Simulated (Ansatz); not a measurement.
Starting cell, LiH (rock salt):

```yaml
crystal:
  lattice:
    - [0.00000, 4.00543, 4.00543]
    - [2.00271, 2.00271, 4.00543]
    - [2.00271, 2.00271, 0.00000]
  atoms:
    - { symbol: H, position: [0.00000, 0.00000, 0.00000] }
    - { symbol: H, position: [0.50000, 0.00000, 0.00000] }
    - { symbol: Li, position: [0.00000, 0.50000, 0.50000] }
    - { symbol: Li, position: [0.50000, 0.50000, 0.50000] }
```

A phonon eigenvector at X = (0.5, 0.5, 0.0) is frozen into this cell: atom i moves by Q times the vector below, so Q is the largest atomic displacement, in Å. The cell is held. (q is in reciprocal vectors of the primitive cell; the cell shown is doubled to hold the pattern.)

```
atom      x      y       z
----  -----  -----  ------
H1    0.000  0.000  -1.000
H2    0.000  0.000   1.000
Li3   0.000  0.000  -0.029
Li4   0.000  0.000   0.029
```

The numbers are results of r2SCAN (plane waves to 500 eV, PAW, scalar-relativistic; Ansatz, a first-principles code), not measurements. k mesh 14×14×14 (Γ-centred), Fermi-Dirac smearing 0.05 eV. Energies are smeared free energies. LiH was relaxed with its symmetry unable to fall. ΔE is measured from the undisplaced structure.

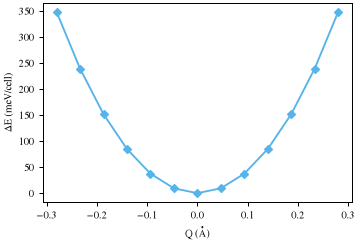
ΔE (meV/cell) against Q (Å); markers are the computed points, lines only join them.

Question: What is the energy change at Q = 0.280 Å?

Answer: About 350 meV/cell.

Question: What harmonic wavenumber does the curvature at Q = 0 give?

Answer: About 1100 cm⁻¹.

(A displaced cell: forces are minus the slopes of the energy, force constants its curvatures, and phonons follow from these.)
